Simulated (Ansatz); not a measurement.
Calculation: PBE (plane waves to 420 eV, PAW; Ansatz, a first-principles code).

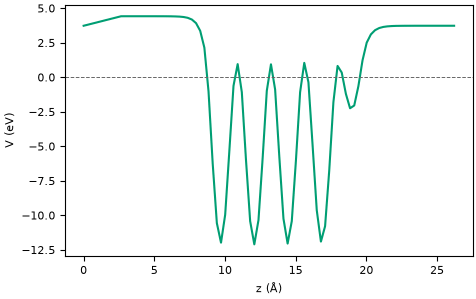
*Plane-averaged electrostatic potential energy along the normal, in eV from the Fermi level, for W on the 1x1 (111) surface of fcc Ag, one in a 2x2 cell, started at the site 'hollow Ag-Ag-Ag over Ag at depth 2.4 Å'*

Model: 17-atom slab, 7.1 Å thick at the start under the adsorbate (thin: gaps and levels are the slab's own), 6x6x1 mesh, Fermi-Dirac 0.1 eV, dipole correction, 8 atoms held, the rest relaxed; symmetry of the start imposed; spin-polarised, no spin-orbit, no U, no dispersion correction. At the end it is bonded to 3 Ag. In PBE it is, or lies within 0.03 eV of, the lowest of the starts that converged.

The vacuum level lies 3.73 eV above the Fermi level over the top face and 4.42 eV above it under the bottom face.
